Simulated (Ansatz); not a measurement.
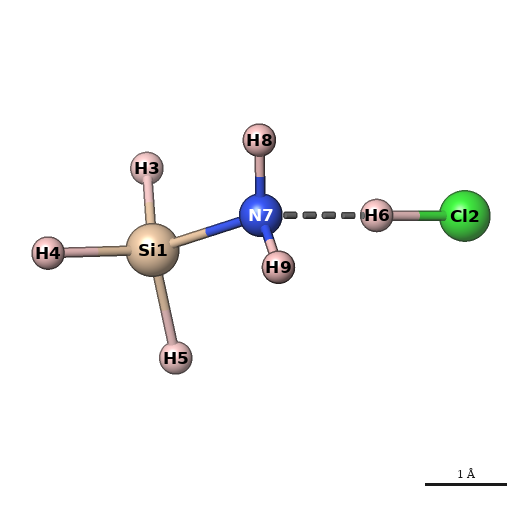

Broken lines mark hydrogen bonds. The geometry was computed by an optimisation with PBE0-D4/def2-TZVP.

Give donor, acceptor, H···A distance and D–H···A angle of each hydrogen bond.

```tsv
D–H···A	D–H (Å)	H···A (Å)	angle (°)	kind
Cl2–H6···N7	1.33	1.75	180	intermolecular
```
